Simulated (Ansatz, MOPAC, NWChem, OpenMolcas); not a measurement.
**A ladder of methods for AlClOF (SMILES [O][Al]([F])[Cl])**

AlClOF, doublet, SMILES `[O][Al]([F])[Cl]`. Each level relaxes the structure for itself.

Quantity: the zero-point energy at each level's own minimum, in kJ/mol. The values are calculated.

```csv
level,kind,program,value (kJ/mol)
MNDO,semi-empirical,MOPAC,18.2
MNDOD,semi-empirical,MOPAC,17.2
PM6-DH+,semi-empirical,MOPAC,19.1
PM7,semi-empirical,MOPAC,18.7
UHF/3-21G,Hartree–Fock,OpenMolcas,18.2
UHF/6-31G* (spherical functions),Hartree–Fock,NWChem,18.3
UHF/6-31G* (Cartesian functions),Hartree–Fock,OpenMolcas,18.3
UB3LYP-D3(BJ)/6-311G**,global hybrid,NWChem,16.9
UPBE0-D4/def2-TZVP,global hybrid,Ansatz,17.1
```

Harmonic and unscaled. The values span 16.9 to 19.1 kJ/mol.

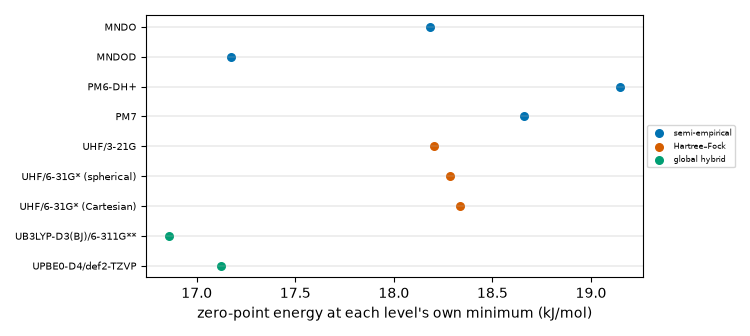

The values of the table, level by level.
